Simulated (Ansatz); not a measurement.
## Preparing Na2WO4 (Fd-3m) as a host crystal

Before any defect goes in: Na2WO4 (Fd-3m) at rest, and how it screens a charge.

Main program and level: Ansatz 0.2.0; plane-wave PAW DFPT, PBEsol; dielectric tensors, Born charges and zone-centre modes of the host, in the first sound run; inputs show where later runs differ.

### 1. The structure

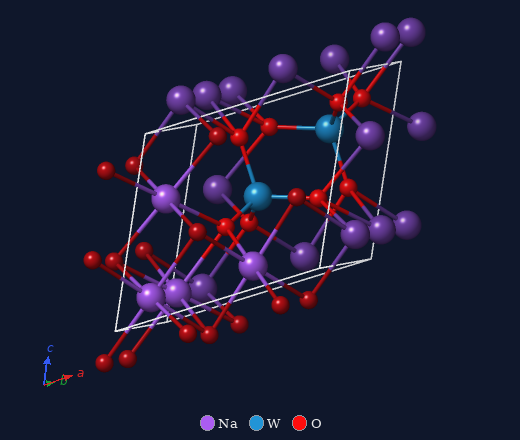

The starting structure, seen slightly off an axis (sodium purple, tungsten blue, oxygen red). Some periodic images of atoms are drawn too.

### 2. Dielectric tensors of the host

The response to a uniform electric field gives the electronic dielectric tensor.

eps/input.yaml

```yaml
crystal:
  lattice:
    - [0.0, 4.5545530478, 4.5545530478]
    - [4.5545530478, 0.0, 4.5545530478]
    - [4.5545530478, 4.5545530478, 0.0]
  atoms:
    - { symbol: Na, position: [0.625, 0.125, 0.125] }
    - { symbol: Na, position: [0.125, 0.625, 0.125] }
    - { symbol: Na, position: [0.125, 0.125, 0.625] }
    - { symbol: Na, position: [0.125, 0.125, 0.125] }
    - { symbol: W, position: [0.75, 0.75, 0.75] }
    - { symbol: W, position: [0.5, 0.5, 0.5] }
    - { symbol: O, position: [0.4101360904, 0.8632879699, 0.8632879699] }
    - { symbol: O, position: [0.8632879699, 0.4101360904, 0.8632879699] }
    - { symbol: O, position: [0.8632879699, 0.8632879699, 0.4101360904] }
    - { symbol: O, position: [0.8632879699, 0.8632879699, 0.8632879699] }
    - { symbol: O, position: [0.8398639096, 0.3867120301, 0.3867120301] }
    - { symbol: O, position: [0.3867120301, 0.8398639096, 0.3867120301] }
    - { symbol: O, position: [0.3867120301, 0.3867120301, 0.8398639096] }
    - { symbol: O, position: [0.3867120301, 0.3867120301, 0.3867120301] }
basis:
  ecutwfc: 420
hamiltonian:
  xc: pbesol
kpoints:
  mp_grid: { grid: [5, 5, 5] }
scf:
  occupations: { method: fixed }
  max_iter: 100
phonons:
  method: dfpt
  dielectric: true
  rigid_motions: translations
```

Launch:

```bash
$ ansatz run input.yaml --threads 8 --pin off --max-ram 22609MiB --backend cpu --events-out ev --progress --plain --runs-dir out
```

Numbers of over 12 decimals in the logs are rounded to 6 here.

The program printed:

```text
[... repeated set-up lines and file paths are left out, and long positions are rounded to six places ...]
Engine: ansatz 0.2.0, aarch64-unknown-linux-gnu
Pseudopotentials: kind: paw
Pseudopotential: Na, paw, valence charge 9, recommended cutoff 420 eV (normal), Na.paw.azcp
Pseudopotential: W, paw, valence charge 14, recommended cutoff 420 eV (normal), W.paw.azcp
Pseudopotential: O, paw, valence charge 6, recommended cutoff 420 eV (normal), O.paw.azcp
Functional definition: PBEsol
  exchange = pbesol_x
  correlation = pbesol_c
Crystal: 14 atoms, lattice volume = 188.959 Å³
Basis set: ecut = 420 eV, 3695 PW (Γ), exchange–correlation on 96×96×96 points (8 copies of the dense FFT grid, shifted against one another)
Bands: 70, of which v1, the nominal top of the filled ones, is band 56 counted from 1 (55 counted from 0)
Symmetry: 48 space group operations
k-points: 39 of 125 (irreducible under 2 space group operations, time reversal used)
Non-local potential: Na, projectors of the file, l = 0: 3, l = 1: 2, l = 2: 1
Non-local potential: W, projectors of the file, l = 0: 3, l = 1: 2, l = 2: 2, l = 3: 1
Non-local potential: O, projectors of the file, l = 0: 2, l = 1: 2, l = 2: 1
PAW form: soft (Blöchl's): semilocal exchange-correlation on the pseudo side does not see the compensation charge
PAW frozen core: Na, regenerated for the run's functional, and the local potential with it (the file was generated under x = pbe(κ = 0.804, μ = 0.219515), c = pbe(β = 0.066725))
PAW frozen core: W, regenerated for the run's functional, and the local potential with it (the file was generated under x = pbe(κ = 0.804, μ = 0.219515), c = pbe(β = 0.066725))
PAW frozen core: O, regenerated for the run's functional, and the local potential with it (the file was generated under x = pbe(κ = 0.804, μ = 0.219515), c = pbe(β = 0.066725))
PAW one-centre angular grid: Na, 110 points (default); XC on 64 Gauss nodes
PAW one-centre angular grid: W, 590 points (default); XC on 64 Gauss nodes
PAW one-centre angular grid: O, 110 points (default); XC on 64 Gauss nodes
Initial density: superposition of atomic densities (neutral atoms: chi_scale 0, normalization atom), corrected by the library's trained network
Initial wavefunctions: pseudopotential atomic-orbital guess
Functional: x = pbesol(κ = 0.804, μ = 0.123457), c = pbesol(β = 0.046)
SCF iter   1: F=—  HF=-30913.389921 eV  |F-HF|=—  |Δ(HF+E_count)|=         —  Δρ=1.49e-2  dr2=4.45e-1  ethr=1.77e-3  ⟨swp⟩=4.4  Hψ=9259  notcnv=0  defer=391
preconditioner: auto → Resta (q_TF=auto, 2.501 Å⁻¹)  ε∞=3.5  [insulator: Δε(μ)=4.834 eV  Ē_g=16.167 eV  n_scr=58 (ndim 8)  ℏωp=25.3 eV  f_vac=0.048  ε∞_Penn≈3.5]
SCF iter   2: F=—  HF=-30913.318617 eV  |F-HF|=—  |Δ(HF+E_count)|=   7.13e-2  Δρ=6.67e-3  dr2=9.06e-2  ethr=3.97e-4  ⟨swp⟩=2.0  Hψ=4380  notcnv=0  defer=397
SCF iter   3: F=—  HF=-30913.300463 eV  |F-HF|=—  |Δ(HF+E_count)|=   1.82e-2  Δρ=1.01e-3  dr2=1.84e-3  ethr=8.09e-5  ⟨swp⟩=2.0  Hψ=3651  notcnv=0  defer=458
SCF iter   4: F=—  HF=-30913.300467 eV  |F-HF|=—  |Δ(HF+E_count)|=   3.96e-6  Δρ=2.26e-4  dr2=1.56e-4  ethr=1.65e-6  ⟨swp⟩=2.0  Hψ=4764  notcnv=0  defer=467
SCF iter   5: F=—  HF=-30913.300494 eV  |F-HF|=—  |Δ(HF+E_count)|=   2.77e-5  Δρ=8.46e-5  dr2=1.77e-5  ethr=1.39e-7  ⟨swp⟩=2.0  Hψ=3420  notcnv=0  defer=257
SCF iter   6: F=—  HF=-30913.300503 eV  |F-HF|=—  |Δ(HF+E_count)|=   8.19e-6  Δρ=2.58e-5  dr2=1.20e-6  ethr=1.58e-8  ⟨swp⟩=2.3  Hψ=3833  notcnv=0  defer=229
SCF iter   7: F=—  HF=-30913.300677 eV  |F-HF|=—  |Δ(HF+E_count)|=   1.74e-4  Δρ=8.45e-6  dr2=1.90e-7  ethr=1.07e-9  ⟨swp⟩=2.0  Hψ=4000  notcnv=0  defer=229
SCF iter   8: F=—  HF=-30913.300677 eV  |F-HF|=—  |Δ(HF+E_count)|=   3.99e-8  Δρ=9.87e-7  dr2=2.77e-9  ethr=1.70e-10  ⟨swp⟩=2.0  Hψ=4092  notcnv=0  defer=229
SCF iter   9: F=—  HF=-30913.300677 eV  |F-HF|=—  |Δ(HF+E_count)|=   1.69e-9  Δρ=2.32e-7  dr2=1.64e-10  ethr=2.47e-12  ⟨swp⟩=2.0  Hψ=4217  notcnv=0  defer=229
SCF iter  10: F=-30913.300677 eV  HF=-30913.300677 eV  |F-HF|=3.64e-12  |Δ(HF+E_count)|=  1.60e-10  Δρ=4.94e-8  dr2=7.41e-12  ethr=1.00e-12  ⟨swp⟩=13.3  Hψ=14974  notcnv=0
SCF 1 converged in 10 iterations: F = -30913.300677 eV  dr2 = 7.41e-12
  greatest PAW one-centre occupation: 1.000 electrons in one spin orbital (limit 2), on the W atom at site 5 (counted from 0), in its partial waves of l = 0
NSCF: frozen V_eff on 7 k-points
DFPT response loops at Γ: preconditioner auto → none (the input reference at scf.mixing.eps_inf says where Resta's filter doesn't serve); β = 0.50; Broyden in place of MSR1
SCF converged after 10 iterations
Free energy (F): -30913.300677 eV
Harris-Foulkes:  -30913.300677 eV  (|F-HF|=3.64e-12)
Internal energy: -30913.300677 eV  (E = F + TS)
E sigma→0 (E₀):  -30913.300677 eV
Fermi energy:    4.367991 eV
--- Per-component energies (eV) ---
  E_band       = -1452.001669
  E_kinetic    = 2773.501333
  E_local      = -10039.330109  (includes V_loc(G=0)·N_el)
  E_nonlocal   = 855.271691
  E_hartree    = 3534.267016
  E_xc         = -1262.627760
  E_vxc        = -1417.494302  (∫ρ·V_xc dr)
  E_paw        = -19102.786590  (= ΣΔE_a)
  E_vpaw       = -692.504163  (= ΣTr[D̂ρ^β])
  E_aug_tail   = 0.019888  (compensation charges beyond the density's cutoff)
  E_ewald      = -7672.560809
  E_core_change = 0.944663  (= ΣΔE_core)
  E_smearing   = -0.000000  (= −TS)
  E_closure    = -0.000000  (closes the sum)
  Σ components = -30913.300677   (vs F -30913.300677, Δ=0.00e0)
--- Band table (eV; the first three rows and the last of 39) ---
  k-point 0: bands = ["-68.4813", "-68.4808", "-43.6433", "-43.6328", [... 62 left out ...] "12.3570", "14.0794", "14.1045", "14.4082"]
  k-point 1: bands = ["-68.4812", "-68.4809", "-43.6425", "-43.6335", [... 62 left out ...] "12.3167", "13.6716", "14.1005", "14.6523"]
  [... further k-points left out ...]
--- Phonons (Γ-DFPT): 3 representative perturbations + reference, on 39 of 125 k-points (Σ response iterations 12) ---
  k mesh reduced under 2 symmetry operations, with k and −k counted as one. Each operation leaves every solved perturbation unchanged. A smaller set is not considered because the run solves the response to a homogeneous field
  ASR residual: 1.603e-5 → 0.000e0 eV/Å²; symmetrization residual: 1.084e-5 eV/Å²
  ASR residual per site (eV/Å²): 1.05e-5 1.05e-5 1.05e-5 1.05e-5 1.60e-5 1.60e-5 3.44e-6 3.44e-6 3.44e-6 3.44e-6 3.44e-6 3.44e-6 3.44e-6 3.44e-6
  Γ frequencies (cm⁻¹): 0.00 0.00 0.00 88.89 88.89 88.89 120.35 120.35 120.35 162.12 162.12 162.12 165.44 165.44 165.44 195.36 195.36 219.02 219.02 219.02 230.62 230.62 230.62 277.48 288.46 288.46 288.46 306.60 306.60 364.36 364.36 364.36 371.31 371.31 807.44 [...]
  ε∞ (high-frequency dielectric tensor):
        2.867207     0.000000    -0.000000
       -0.000000     2.867207    -0.000000
       -0.000000    -0.000000     2.867207
  ε⁰ (static dielectric tensor: ions relaxed, cell fixed):
        6.094895     0.000000    -0.000000
        0.000000     6.094895     0.000000
       -0.000000     0.000000     6.094895
  ε⁰ − ε∞ (ionic part):
        3.227687     0.000000    -0.000000
        0.000000     3.227687     0.000000
       -0.000000     0.000000     3.227687
  softest optical mode at Γ: 88.89 cm⁻¹; the repairs (sum rule, projections) moved no ω² at Γ by more than (2.81 cm⁻¹)²
  Born effective charges Z* (e; rows j = field, columns β = displacement):
    site 0:
         1.24459    0.23123    0.23123
         0.23123    1.24459   -0.23123
         0.23123   -0.23123    1.24459
    site 1:
         1.24459    0.23123   -0.23123
         0.23123    1.24459    0.23123
        -0.23123    0.23123    1.24459
    site 2:
         1.24459   -0.23123    0.23123
        -0.23123    1.24459    0.23123
         0.23123    0.23123    1.24459
    site 3:
         1.24459   -0.23123   -0.23123
        -0.23123    1.24459   -0.23123
        -0.23123   -0.23123    1.24459
    site 4:
         3.18140   -0.00000    0.00000
        -0.00000    3.18140   -0.00000
        -0.00000   -0.00000    3.18140
    site 5:
         3.18140   -0.00000    0.00000
        -0.00000    3.18140   -0.00000
        -0.00000   -0.00000    3.18140
    site 6:
        -1.41764    0.54729    0.54729
         0.54729   -1.41764   -0.54729
         0.54729   -0.54729   -1.41764
    site 7:
        -1.41764    0.54729   -0.54729
         0.54729   -1.41764    0.54729
        -0.54729    0.54729   -1.41764
    site 8:
        -1.41764   -0.54729    0.54729
        -0.54729   -1.41764    0.54729
         0.54729    0.54729   -1.41764
    site 9:
        -1.41764   -0.54729   -0.54729
        -0.54729   -1.41764   -0.54729
        -0.54729   -0.54729   -1.41764
    site 10:
        -1.41764    0.54729    0.54729
[...]
site 11:
[...]
site 12:
[...]
site 13:
[...]
Z* charge neutrality: 2.632e-5 e pre-enforcement
  k-mesh period / interband length: 32.2 Å / 1.02 Å = 31.64 at k = (0.0000, 0.0000, 0.0000), direct gap 4.979 eV — 14 or more, which is no proof of convergence
  optical modes at Γ without the LO–TO term, one row a degenerate level:
      ω (cm⁻¹)  modes    IR ((D/Å)²/amu)
[...]
optical modes at Γ + LO–TO along q̂ = [1.0000, 0.0000, 0.0000]:
      ω (cm⁻¹)  modes    IR ((D/Å)²/amu)
[...]
optical modes at Γ + LO–TO along q̂ = [0.0000, 1.0000, 0.0000]:
      ω (cm⁻¹)  modes    IR ((D/Å)²/amu)
[...]
optical modes at Γ + LO–TO along q̂ = [0.0000, 0.0000, 1.0000]:
      ω (cm⁻¹)  modes    IR ((D/Å)²/amu)
[...]
241.62      1             1.2164
        277.48      1             0.0000
        288.46      2            10.5544
        306.60      2             0.0000
        331.00      1             6.9996
        364.36      3             0.0000
        371.31      2             0.0000
        807.44      3             0.0000
        822.11      2            54.2902
        888.94      1            30.7414
        920.31      1             0.0000
        925.03      1             0.0000
```

Elapsed: 94 s, on 8 threads of Arm Neoverse V2, shared host; peak memory 2.6 GiB.

Electronic dielectric tensor:

```
2.87 0.00 0.00
0.00 2.87 0.00
0.00 0.00 2.87
```

Static dielectric tensor:

```
6.09 0.00 0.00
0.00 6.09 0.00
0.00 0.00 6.09
```

The electronic dielectric tensor is isotropic, 2.87. The static dielectric tensor is isotropic, 6.09.

### 3. Primitive cell on a dense mesh

A dense mesh gives the host's converged energy, against which the supercell's sampling is tested.

This step: plane-wave PAW DFT, PBEsol; single point of the host's primitive cell on a dense mesh (Ansatz 0.2.0).

dense/input.yaml, as its differences from eps/input.yaml of step 2:

```diff
@@ -22,2 +22,3 @@
   ecutwfc: 420
+  xc_grid: 2
 hamiltonian:
@@ -27,7 +28,3 @@
 scf:
-  occupations: { method: fixed }
-  max_iter: 100
-phonons:
-  method: dfpt
-  dielectric: true
-  rigid_motions: translations
+  occupations: { method: fermi_dirac, width: 0.01 }
+  max_iter: 80
```

The program printed:

```text
[...]
Crystal: 14 atoms, lattice volume = 188.959 Å³
Basis set: ecut = 420 eV, 3695 PW (Γ), exchange–correlation on 90×90×90 points (8 copies of the dense FFT grid, shifted against one another)
Bands: 70, of which v1, the nominal top of the filled ones, is band 56 counted from 1 (55 counted from 0)
Symmetry: 48 space group operations
[...]
k-points: 10 of 125
[...]
SCF iter   1: F=—  HF=-30913.389868 eV  |F-HF|=—  |Δ(HF+E_count)|=         —  Δρ=1.49e-2  dr2=4.45e-1  ethr=1.77e-3  ⟨swp⟩=6.4  Hψ=2584  notcnv=0  defer=12
[...]
SCF iter   3: F=—  HF=-30913.300458 eV  |F-HF|=—  |Δ(HF+E_count)|=   1.83e-2  Δρ=1.02e-3  dr2=1.85e-3  ethr=8.12e-5  ⟨swp⟩=2.1  Hψ=1008  notcnv=0  defer=8
automatic band count: iteration 3 solves 65 bands in place of 70: the levels show a gap, and the empty bands left out lie too high to hold charge; the band table lists the bands solved (type scf.n_extra_bands for more)
SCF iter   4: F=—  HF=-30913.300481 eV  |F-HF|=—  |Δ(HF+E_count)|=   2.29e-5  Δρ=2.29e-4  dr2=1.56e-4  ethr=1.65e-6  ⟨swp⟩=2.4  Hψ=1290  notcnv=0  defer=8
[...]
SCF iter   7: F=-30913.300677 eV  HF=-30913.300677 eV  |F-HF|=1.10e-7  |Δ(HF+E_count)|=   5.65e-7  Δρ=8.19e-6  dr2=1.43e-7  ethr=1.69e-10  ⟨swp⟩=3.0  Hψ=1398  notcnv=0
SCF 1 converged in 7 iterations: F = -30913.300677 eV  dr2 = 1.43e-7
[...]
SCF converged after 7 iterations
Free energy (F): -30913.300677 eV
[...]
Internal energy: -30913.300677 eV  (E = F + TS)
E sigma→0 (E₀):  -30913.300677 eV
Fermi energy:    6.863848 eV
[...]
```

Elapsed: 1.8 s, on 8 threads; peak memory 0.83 GiB; 6.6 s of CPU time.

### 4. Self-consistent run

This step: plane-wave PAW DFT, PBEsol; single point of the defect-free supercell, a test of its k-points (Ansatz 0.2.0).

System of this step: Na2WO4 (Fd-3m). The cell holds 56 atoms: 16 Na, 8 W and 32 O. Its edges and angles: a = 9.109 Å, b = 9.109 Å, c = 9.109 Å, α = 90.0°, β = 90.0°, γ = 90.0°.

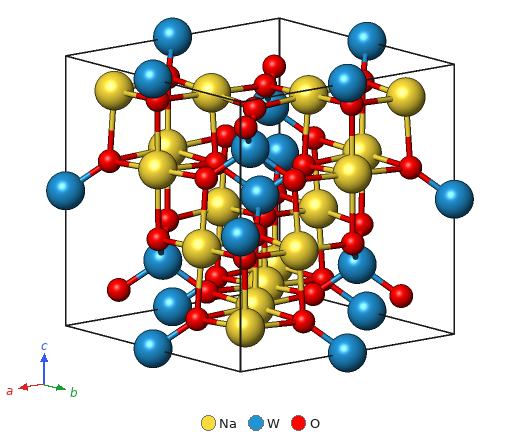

The cell of this step (sodium yellow, tungsten blue, oxygen red). Some periodic images of atoms are drawn too.

pristine.sampling/input.yaml

```yaml
crystal:
  lattice:
    - [9.1091060955, 0.0, 0.0]
    - [0.0, 9.1091060955, 0.0]
    - [0.0, 0.0, 9.1091060955]
  atoms:
    - { symbol: Na, position: [0.125, 0.375, 0.375] }
    - { symbol: Na, position: [0.125, 0.875, 0.875] }
    - { symbol: Na, position: [0.625, 0.375, 0.875] }
    - { symbol: Na, position: [0.625, 0.875, 0.375] }
    - { symbol: Na, position: [0.375, 0.125, 0.375] }
    - { symbol: Na, position: [0.375, 0.625, 0.875] }
    - { symbol: Na, position: [0.875, 0.125, 0.875] }
    - { symbol: Na, position: [0.875, 0.625, 0.375] }
    - { symbol: Na, position: [0.375, 0.375, 0.125] }
    - { symbol: Na, position: [0.375, 0.875, 0.625] }
    - { symbol: Na, position: [0.875, 0.375, 0.625] }
    - { symbol: Na, position: [0.875, 0.875, 0.125] }
    - { symbol: Na, position: [0.125, 0.125, 0.125] }
    - { symbol: Na, position: [0.125, 0.625, 0.625] }
    - { symbol: Na, position: [0.625, 0.125, 0.625] }
    - { symbol: Na, position: [0.625, 0.625, 0.125] }
    - { symbol: W, position: [0.25, 0.25, 0.75] }
    - { symbol: W, position: [0.25, 0.75, 0.25] }
    - { symbol: W, position: [0.75, 0.25, 0.25] }
    - { symbol: W, position: [0.75, 0.75, 0.75] }
    - { symbol: W, position: [0.0, 0.0, 0.5] }
    - { symbol: W, position: [0.0, 0.5, 0.0] }
    - { symbol: W, position: [0.5, 0.0, 0.0] }
    - { symbol: W, position: [0.5, 0.5, 0.5] }
    - { symbol: O, position: [0.3632879699, 0.1367120301, 0.6367120301] }
    - { symbol: O, position: [0.3632879699, 0.6367120301, 0.1367120301] }
    - { symbol: O, position: [0.8632879699, 0.1367120301, 0.1367120301] }
    - { symbol: O, position: [0.8632879699, 0.6367120301, 0.6367120301] }
    - { symbol: O, position: [0.1367120301, 0.3632879699, 0.6367120301] }
    - { symbol: O, position: [0.1367120301, 0.8632879699, 0.1367120301] }
    - { symbol: O, position: [0.6367120301, 0.3632879699, 0.1367120301] }
    - { symbol: O, position: [0.6367120301, 0.8632879699, 0.6367120301] }
    - { symbol: O, position: [0.1367120301, 0.1367120301, 0.8632879699] }
    - { symbol: O, position: [0.1367120301, 0.6367120301, 0.3632879699] }
    - { symbol: O, position: [0.6367120301, 0.1367120301, 0.3632879699] }
    - { symbol: O, position: [0.6367120301, 0.6367120301, 0.8632879699] }
    - { symbol: O, position: [0.3632879699, 0.3632879699, 0.8632879699] }
    - { symbol: O, position: [0.3632879699, 0.8632879699, 0.3632879699] }
    - { symbol: O, position: [0.8632879699, 0.3632879699, 0.3632879699] }
    - { symbol: O, position: [0.8632879699, 0.8632879699, 0.8632879699] }
    - { symbol: O, position: [0.3867120301, 0.1132879699, 0.1132879699] }
    - { symbol: O, position: [0.3867120301, 0.6132879699, 0.6132879699] }
    - { symbol: O, position: [0.8867120301, 0.1132879699, 0.6132879699] }
    - { symbol: O, position: [0.8867120301, 0.6132879699, 0.1132879699] }
    - { symbol: O, position: [0.1132879699, 0.3867120301, 0.1132879699] }
    - { symbol: O, position: [0.1132879699, 0.8867120301, 0.6132879699] }
    - { symbol: O, position: [0.6132879699, 0.3867120301, 0.6132879699] }
    - { symbol: O, position: [0.6132879699, 0.8867120301, 0.1132879699] }
    - { symbol: O, position: [0.1132879699, 0.1132879699, 0.3867120301] }
    - { symbol: O, position: [0.1132879699, 0.6132879699, 0.8867120301] }
    - { symbol: O, position: [0.6132879699, 0.1132879699, 0.8867120301] }
    - { symbol: O, position: [0.6132879699, 0.6132879699, 0.3867120301] }
    - { symbol: O, position: [0.3867120301, 0.3867120301, 0.3867120301] }
    - { symbol: O, position: [0.3867120301, 0.8867120301, 0.8867120301] }
    - { symbol: O, position: [0.8867120301, 0.3867120301, 0.8867120301] }
    - { symbol: O, position: [0.8867120301, 0.8867120301, 0.3867120301] }
basis:
  ecutwfc: 420
  xc_grid: 2
hamiltonian:
  xc: pbesol
kpoints:
  mp_grid: { grid: [1, 1, 1], shift: [0.25, 0.25, 0.25] }
scf:
  occupations: { method: fermi_dirac, width: 0.01 }
  max_iter: 80
```

The program printed:

```text
[...]
Crystal: 56 atoms, lattice volume = 755.835 Å³
Basis set: ecut = 420 eV, 14771 PW (Γ), exchange–correlation on 128×128×128 points (8 copies of the dense FFT grid, shifted against one another)
Bands: 280, of which v1, the nominal top of the filled ones, is band 224 counted from 1 (223 counted from 0)
Symmetry: 48 space group operations
k-points: 1
[...]
SCF iter   1: F=—  HF=-123653.554132 eV  |F-HF|=—  |Δ(HF+E_count)|=         —  Δρ=1.49e-2  dr2=1.78e0  ethr=1.77e-3  ⟨swp⟩=6.0  Hψ=1134  notcnv=0  defer=1
[...]
SCF iter   8: F=-123653.206998 eV  HF=-123653.206998 eV  |F-HF|=7.18e-8  |Δ(HF+E_count)|=   2.73e-6  Δρ=4.97e-6  dr2=1.25e-7  ethr=1.69e-10  ⟨swp⟩=2.0  Hψ=636  notcnv=0
SCF 1 converged in 8 iterations: F = -123653.206998 eV  dr2 = 1.25e-7
[...]
SCF converged after 8 iterations
Free energy (F): -123653.206998 eV
[...]
Internal energy: -123653.206998 eV  (E = F + TS)
E sigma→0 (E₀):  -123653.206998 eV
Fermi energy:    6.970636 eV
[...]
```

It took 5.7 s on 8 threads; peak memory 1.3 GiB.

Numbers from this step:

```yaml
energy_over_dense_mesh: -7.66e-5 eV/atom
```

[end of part 1 of 2]

[Logs are printed without paths, hosts, clocks, repeated set-up lines and the standing remarks that a program may print on its own settings, such as how far it seeks lower states.]

[Hosts, paths, dates, database ids (printed as entryN), source tags and the programs' standing remarks are cut or masked in the printed files.]

[Runs of the host that timed out are not shown.]

[For some hosts the program warned that the k-mesh of the response run may be too coarse for force constants and the static dielectric constant; such warnings are not always shown.]
